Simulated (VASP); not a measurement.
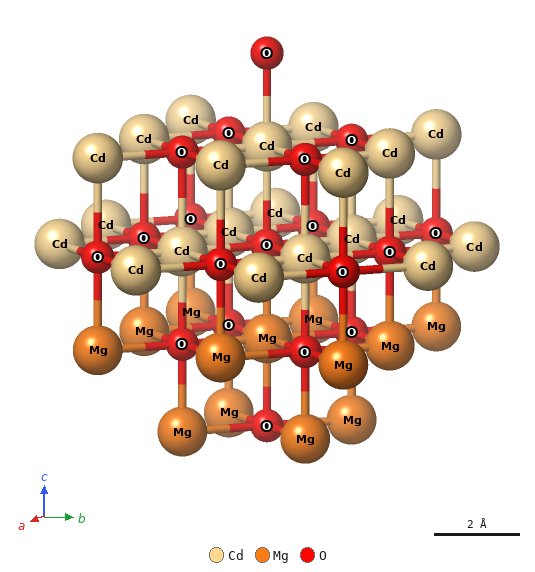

A crystal of Mg$_{2}$CdO$_{3}$ (a generated structure, set up in P4/nmm), before the relaxation. The picture is a ball-and-stick view of the atoms within 5.0 Å of the atom that moves most (axes of the cell of the calculation), seen slightly off an axis.

The run lets cell and atoms move.

Level of theory: Kohn-Sham DFT of a periodic cell, PBEsol, VASP PAW PBE potentials, recommended (VASP).

Input file:
```
SYSTEM = Mg2CdO3
  PREC = Accurate
  ENCUT = 600
  EDIFF = 1E-6
  ISMEAR = -1
  SIGMA = 0.05
  LREAL = .False.
  LASPH = .True.
  NELM = 80
  ALGO = Normal
  ISIF = 3
  LWAVE = .False.
  LCHARG = .False.
  GGA = PS
  IBRION = 2
  NSW = 40
  EDIFFG = -0.02
  KPAR = 8
```

Launched with:
```bash
cat potpaw_PBE.64/Cd/POTCAR potpaw_PBE.64/Mg/POTCAR potpaw_PBE.64/O/POTCAR > POTCAR
mpirun -np 8 vasp_std > vasp.out
```

The structure:
```
Cd Mg O
1.0
     3.09171    0.00000    0.00000
     0.00000    3.09171    0.00000
     0.00000    0.00000   13.04000
Cd Mg O
2 4 6
Direct
  0.00000 0.00000 0.00000
  0.50000 0.50000 0.18098
  0.00000 0.00000 0.35123
  0.50000 0.50000 0.51074
  0.00000 0.00000 0.67025
  0.50000 0.50000 0.82975
  0.50000 0.50000 0.00000
  0.00000 0.00000 0.18098
  0.50000 0.50000 0.35123
  0.00000 0.00000 0.51074
  0.50000 0.50000 0.67025
  0.00000 0.00000 0.82975
```

Question: What does the optimiser find from here?

Answer: The largest moves relative to the cell, 0.14 Å, are those of O atoms. By element the largest moves are O 0.14 Å, Mg 0.07 Å, Cd 0.01 Å. The drawn cell changes as follows: a = b 3.092 → 3.132 Å (+1.3 %), c 13.040 → 13.221 Å (+1.4 %); the volume changes by +4.1 %. Some distances before and after: Cd–O 2.360 → 2.550 Å, Cd–O 2.220 → 2.340 Å, Mg–O 2.220 → 2.180 Å, Mg–O 2.080 → 2.041 Å. Bond angles that change, for instance: O–Cd–O 180.0° → 173.3°, Cd–O–Cd 180.0° → 173.3°, Cd–O–Cd 90.0° → 86.7°. The space group stays P4/nmm (No. 129). After 11 geometry steps the energy has fallen by 26.6 meV per atom. The largest force component goes from 1.2 to 0.014 eV/Å. The pressure goes from 7.23 to 0.02 GPa. It ran on 8 threads of AMD EPYC 7R13 Processor (Zen 3), with other jobs on the host.

The end point in the same view:

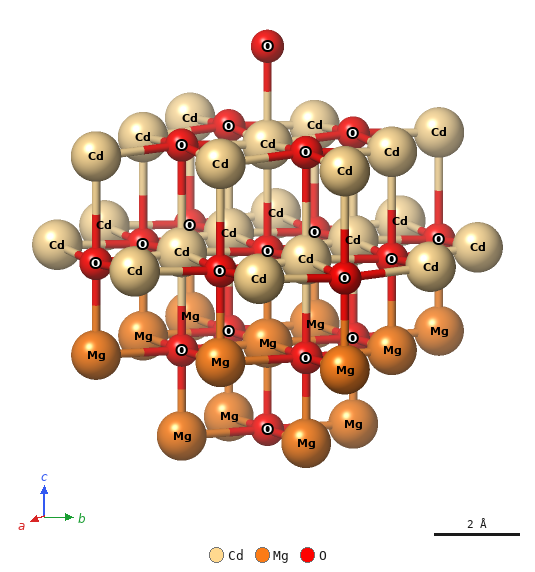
